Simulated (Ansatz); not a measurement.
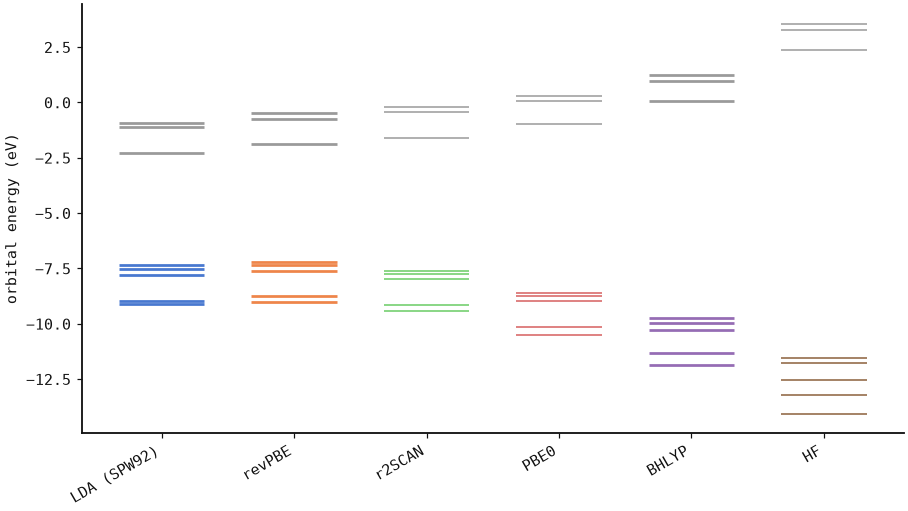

Frontier orbital energies of BSiH₄OBr, SMILES BO[SiH2]Br at one geometry, def2-TZVPP, the Ansatz code 0.2.0, at a PBE0-D4/def2-TZVP geometry (a minimum by its frequencies). Empty levels are grey, levels within 0.1 eV stand side by side; all columns show the same few orbitals around the gap.

> Compare the HOMO-LUMO separations.

The separation grows from 5.04 eV (LDA (SPW92)) to 13.91 eV (HF).

```csv
level,HOMO (eV),LUMO (eV),separation (eV)
LDA (SPW92),−7.33,−2.29,5.04
revPBE,−7.23,−1.88,5.35
r2SCAN,−7.60,−1.59,6.01
PBE0,−8.61,−0.96,7.65
BHLYP,−9.74,0.06,9.80
HF,−11.54,2.36,13.91
```

Caveats, for all or some of the runs: empty levels above zero depend strongly on the basis; no scalar relativity up to krypton; one conformer of a flexible molecule; spin-orbit coupling is left out, and with Br it can shift these levels and split any degenerate set.
